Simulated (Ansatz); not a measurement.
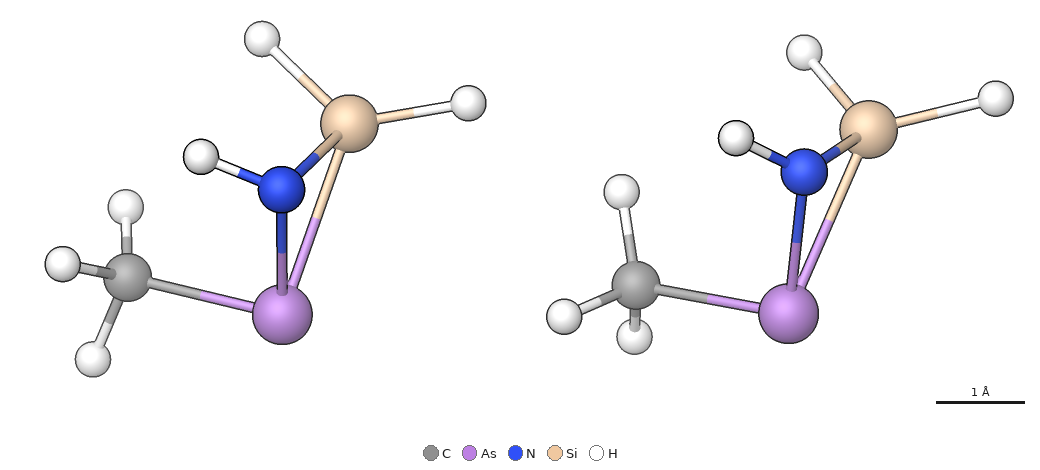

Two geometries of CH6AsNSi (coarse preliminary run), drawn at one scale. One is the start of a relaxation, the other its converged end. The picture is a ball-and-stick view, seen from a free direction.

All numbers below come from RKS PBE-D4/def2-SVP in Ansatz. Set-up: force threshold 0.03 eV/Å; at most 200 steps.

**Which one is relaxed?**

The right one is the relaxed one. The start comes from a force field. Over 11 accepted moves (12 points after the start) the energy falls by 60.8 kJ/mol. The largest force component goes from 2.9 to 0.019 eV/Å. The line search rejected the trial step at point 7 of the run. The atom that moves furthest after the best rigid fit is an H atom (0.68 Å). By element the largest moves are H 0.68 Å, As 0.26 Å, N 0.20 Å, C 0.16 Å, Si 0.07 Å. Some distances before and after: N–Si 1.878 → 1.740 Å, H–Si 1.396 → 1.500 Å, C–H 1.052 → 1.108 Å, As–C 1.955 → 2.011 Å. Among the angles between lasting bonds that change: Si–N–H 105.4° → 131.8°, H–Si–H 126.3° → 111.7°, As–N–H 108.1° → 122.1°. Groups turn about As–C by about 40°.
